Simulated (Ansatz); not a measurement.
# ClFH$_{12}$OSi$_{4}$: what the fields show

Input

```
crystal:
  periodic: [false, false, false]
  atoms:
    - {symbol: Si, position_ang: [-0.339582, -0.047022, 0.867772]}
    - {symbol: Si, position_ang: [2.092045, 0.759139, 0.533307]}
    - {symbol: Si, position_ang: [-1.380032, 1.818714, -0.084081]}
    - {symbol: Si, position_ang: [-1.330862, -2.128576, 0.432014]}
    - {symbol: Cl, position_ang: [-0.338508, 0.052273, 2.945810]}
    - {symbol: H, position_ang: [0.882497, -0.499137, -1.952644]}
    - {symbol: O, position_ang: [0.039409, -0.030737, -2.037380]}
    - {symbol: H, position_ang: [1.152987, -0.670429, 0.173904]}
    - {symbol: F, position_ang: [2.126503, -1.022966, -0.561553]}
    - {symbol: H, position_ang: [3.167302, 0.168739, 1.353830]}
    - {symbol: H, position_ang: [2.433993, 1.419125, -0.740702]}
    - {symbol: H, position_ang: [1.498545, 1.841776, 1.385689]}
    - {symbol: H, position_ang: [-2.407684, 1.363604, -1.054451]}
    - {symbol: H, position_ang: [-0.379487, 2.686340, -0.750249]}
    - {symbol: H, position_ang: [-2.045827, 2.576924, 1.008873]}
    - {symbol: H, position_ang: [-0.540726, -3.189430, 1.106870]}
    - {symbol: H, position_ang: [-1.407176, -2.416758, -1.023382]}
    - {symbol: H, position_ang: [-2.707120, -2.104586, 0.995188]}
    - {symbol: H, position_ang: [-0.516176, -0.577093, -2.598514]}
basis:
  gaussian: {orbitals: def2-TZVPP}
hamiltonian: {xc: pbe0, dispersion: d4}
output: {orbitals: {seedname: orbitals}}
```

Command:

```sh
ansatz run in.yaml --threads 5 --pin off --events-out ev --progress --plain --max-ram 66560MiB --backend cuda --devices 0, --max-vram 37GiB
```

A transition-state structure; geometry: PBE0-D4/def2-TZVP.

The calculation used RKS PBE0-D4/def2-TZVPP in Ansatz 0.2.0.

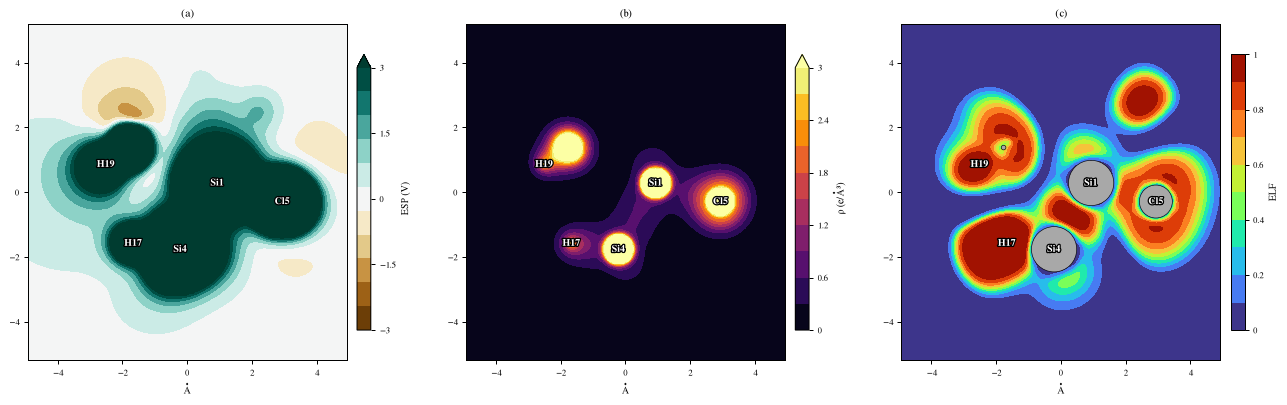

Figure 1. (a) electrostatic potential; (b) total electron density; (c) electron localisation function on the plane of atoms Si4, Si1 and Cl5. Grey discs cover the atomic cores in the ELF map.

Describe what can be read from this map.

The plane passes through Si, Cl and H nuclei.
Si–Cl (2.08 Å): ρ is about 0.86 e/Å³ halfway; the ELF peaks at about 0.85 between the atoms, as expected for a shared but strongly polarised pair.
Si–Si (2.35 Å): ρ at the midpoint is about 0.63 e/Å³; the ELF peaks at about 1 between the atoms; a covalent bond.
Si–H (1.49 Å): the density is about 0.79 e/Å³ at the midpoint; the ELF climbs to about 1 towards the hydrogen, as it does in any bond to H.
The ELF also peaks beside Cl5 and O7, away from the bonds: lone-pair regions.
Outside the dense part of the complex the potential is most negative (−1.7 V) near O7, which lies off the plane.

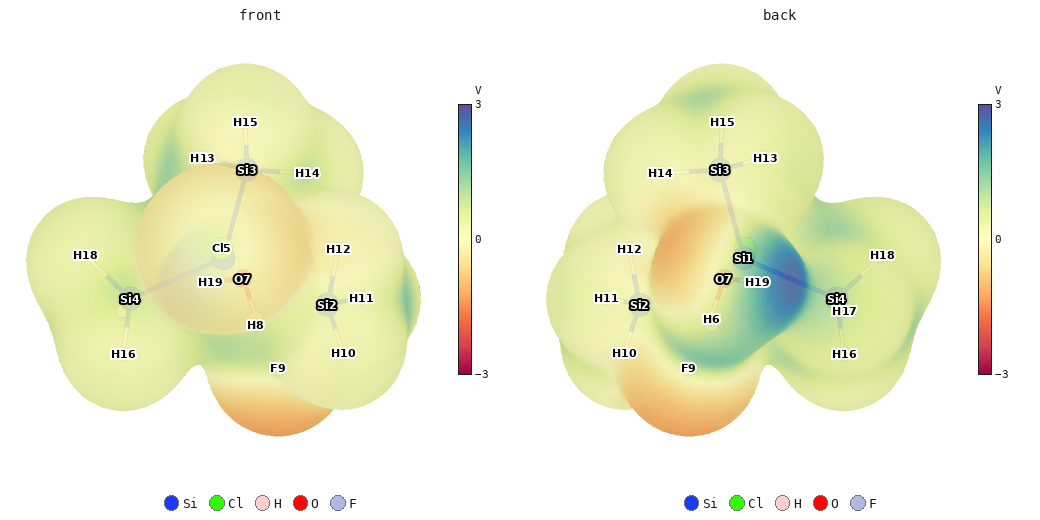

Figure 2. The molecular electrostatic potential painted on the density surface at 0.002 e/bohr³, seen from the front and from behind; red is negative and blue positive.

Where is the surface potential most negative and most positive?

The most negative region (about −1.2 V, or −28 kcal/mol for a unit charge) lies over F9, the most positive (about +2.6 V, or +60 kcal/mol for a unit charge) over H19.

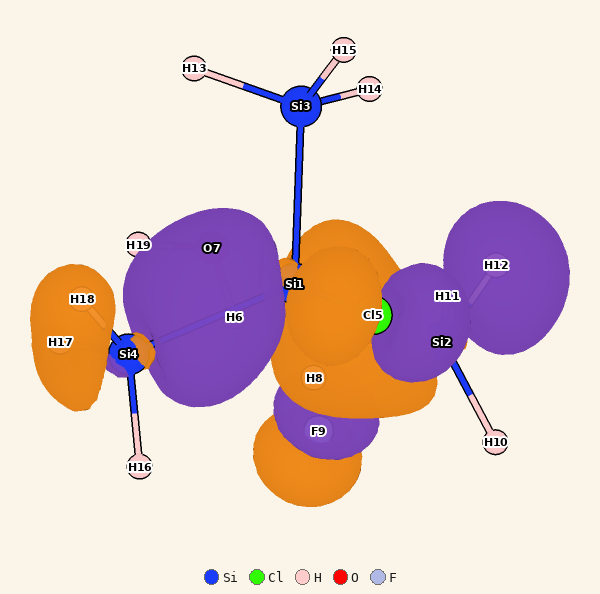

Figure 3. The HOMO at ±0.1 Å⁻³ᐟ² (orange and purple are the two phases), seen at a tilt.

What is the character of this orbital?

By Hirshfeld shares it lies mainly on Si1 (about 20 %), Si4 (about 15 %), F9 (about 15 %), Si2 (about 15 %), Cl5 (about 10 %) and H12 (about 10 %). Its energy is −7.81 eV.
